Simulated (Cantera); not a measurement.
Charge: 1 mol SiCl4, 0.24 mol Cl2, 31 mol N2, 0.21 mol HCl, equilibrated at 58.0 mbar.

Method: chemical equilibrium by Gibbs-energy minimisation in Cantera with the NASA 1993 tables (ideal gas, pure condensed phases). Candidate condensed phases: NH4Cl, Si, Si3N4; 28 gas species. The tables' values for SiCl3 are old estimates; treat these amounts as uncertain. Kinetics and transport are ignored.

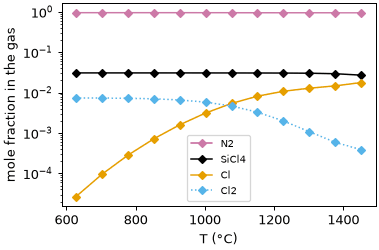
Fig. 1. Equilibrium gas composition (values under 1e-9 drawn at 1e-9)

Read off the mole fractions at 1302 °C.

N2 about 0.95, SiCl4 about 0.030, Cl about 0.013, Cl2 about 0.0011.
